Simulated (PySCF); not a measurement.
## Run report: C2H7NSi3, core-level calculation

System: C2H7NSi3.
Method: delta-SCF UKS SCAN, def2-TZVP on the ionised atom, pcseg-1 elsewhere, spin-free X2C (PySCF 2.14.0).

Figures and captions count atoms from 1; the log counts them from 0 in places.

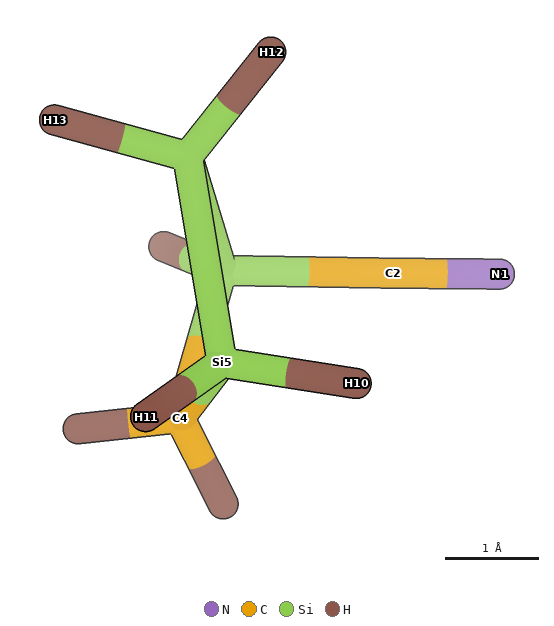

*The structure (stick view, seen at a tilt; atoms are numbered from 1 in the order of the input).*

Bond lengths as drawn: C–H 1.10 Å, C–N 1.16 Å, C–Si 1.86 to 1.91 Å, H–Si 1.49 to 1.50 Å and Si–Si 2.35 to 2.36 Å.

Key numbers:

| quantity | value |
| --- | --- |
| outcome | converged |
| hardware | 1 CPU thread, shared host |
| wall time | 67 s |
| peak memory | 0.53 GiB |

Input:
```
{"job": {"kind": "xps", "basis": "def2-TZVP"}, "charge": 0, "multiplicity": 1}
N     -2.593541     1.055836    -1.847184
C     -2.029386     0.766932    -0.875106
Si    -1.062983     0.317033     0.650953
C     -0.244662    -1.360240     0.323052
Si     1.257190    -0.707851    -0.666609
Si     1.036434     1.363655     0.450418
H     -1.993715     0.436727     1.809453
H     -0.867180    -2.130833    -0.155794
H      0.121359    -1.754988     1.287698
H      0.915818    -0.562224    -2.112965
H      2.508743    -1.510279    -0.518357
H      1.168898     2.676170    -0.242812
H      1.758970     1.375151     1.760953
```

The first line tells a small driver script what to run in PySCF; the rest is the geometry in Å.

Launch command:
```bash
OMP_NUM_THREADS=1 python <driver script> task.json out
```

Log:
```
ground state, core basis on atom 0 (N), 148 functions
  cycle   1  E = -1005.18186111  |g| = 5.01e-01
  cycle   2  E = -1005.00014798  |g| = 9.67e-01
  cycle   3  E = -1005.22330234  |g| = 3.33e-01
  cycle   4  E = -1005.24829376  |g| = 5.59e-02
  cycle   5  E = -1005.24911409  |g| = 2.10e-02
  cycle   6  E = -1005.24925850  |g| = 3.46e-03
  cycle   7  E = -1005.24926212  |g| = 1.13e-03
  cycle   8  E = -1005.24926401  |g| = 3.93e-04
  E(ground) = -1005.34855965 Eh
hole in N 1s of atom 0
  cycle   1  E = -989.65733241  |g| = 1.79e+00
  cycle   2  E = -985.83869503  |g| = 2.50e+00
[... 11 cycles left out ...]
  E(ion) = -990.45202301 Eh   <S^2> = 0.8165   hole on atom = 1.000   binding energy = 405.355 eV
ground state, core basis on atom 1 (C), 148 functions
[... 6 cycles left out ...]
  E(ground) = -1005.34203930 Eh
hole in C 1s of atom 1
[... 13 cycles left out ...]
  E(ion) = -994.61535188 Eh   <S^2> = 0.8093   hole on atom = 1.000   binding energy = 291.888 eV
ground state, core basis on atom 2 (Si), 150 functions
[... 6 cycles left out ...]
  E(ground) = -1005.32312091 Eh
hole in Si 1s of atom 2
[... 11 cycles left out ...]
  E(ion) = -937.30652013 Eh   <S^2> = 0.7525   hole on atom = 1.000   binding energy = 1850.826 eV
hole in Si 2p of atom 2
[... 10 cycles left out ...]
  E(ion) = -1001.36558803 Eh   <S^2> = 0.7516   hole on atom = 1.003   binding energy = 107.690 eV
  2p3/2 = 107.451 eV   2p1/2 = 108.063 eV
ground state, core basis on atom 3 (C), 148 functions
[... 6 cycles left out ...]
  E(ground) = -1005.33790182 Eh
hole in C 1s of atom 3
[... 10 cycles left out ...]
  E(ion) = -994.65751188 Eh   <S^2> = 0.7680   hole on atom = 1.000   binding energy = 290.628 eV
ground state, core basis on atom 4 (Si), 150 functions
[... 6 cycles left out ...]
  E(ground) = -1005.32055502 Eh
hole in Si 1s of atom 4
[... 11 cycles left out ...]
  E(ion) = -937.32523208 Eh   <S^2> = 0.7525   hole on atom = 1.000   binding energy = 1850.247 eV
hole in Si 2p of atom 4
[... 9 cycles left out ...]
  E(ion) = -1001.38328958 Eh   <S^2> = 0.7519   hole on atom = 1.003   binding energy = 107.138 eV
  2p3/2 = 106.938 eV   2p1/2 = 107.548 eV
ground state, core basis on atom 5 (Si), 150 functions
[... 5 cycles left out ...]
  E(ground) = -1005.31783022 Eh
hole in Si 1s of atom 5
[... 11 cycles left out ...]
  E(ion) = -937.33165046 Eh   <S^2> = 0.7530   hole on atom = 1.000   binding energy = 1849.998 eV
hole in Si 2p of atom 5
  cycle   1  E = -1000.97432727  |g| = 1.18e+00
  cycle   2  E = -1000.68843610  |g| = 1.11e+00
  cycle   3  E = -1001.19604078  |g| = 4.37e-01
  cycle   4  E = -1001.26397371  |g| = 3.28e-01
  cycle   5  E = -1001.30798112  |g| = 1.13e-01
  cycle   6  E = -1001.31485864  |g| = 3.11e-02
  cycle   7  E = -1001.31543649  |g| = 4.47e-03
  cycle   8  E = -1001.31544659  |g| = 1.87e-03
  cycle   9  E = -1001.31544888  |g| = 5.90e-04
  cycle  10  E = -1001.31544935  |g| = 2.48e-04
  E(ion) = -1001.38746414 Eh   <S^2> = 0.7536   hole on atom = 1.003   binding energy = 106.951 eV
  2p3/2 = 106.737 eV   2p1/2 = 107.347 eV
```

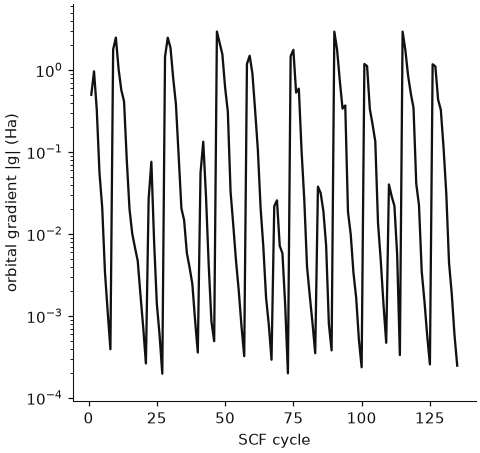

*Convergence of the self-consistent field: orbital gradient |g| against the SCF cycle.*

All cycles printed in the log are drawn one after another.

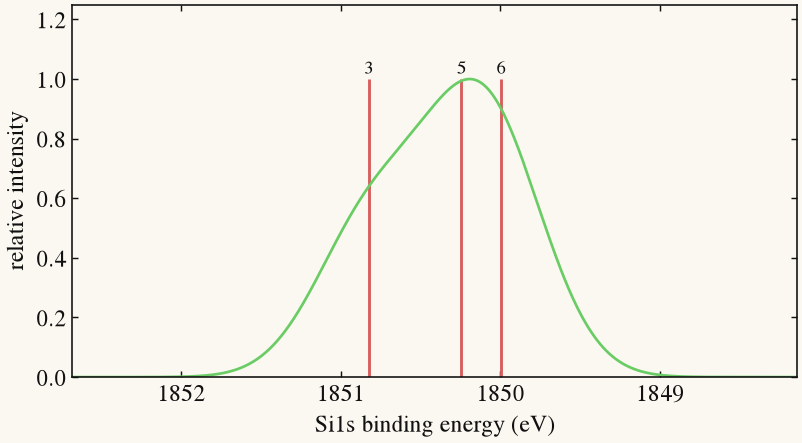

*Si1s binding energies by ΔSCF of the atoms computed, labelled by atom number, with a Gaussian envelope of 0.8 eV full width.*

They run from 1850.00 eV (atom 6) to 1850.83 eV (atom 3).
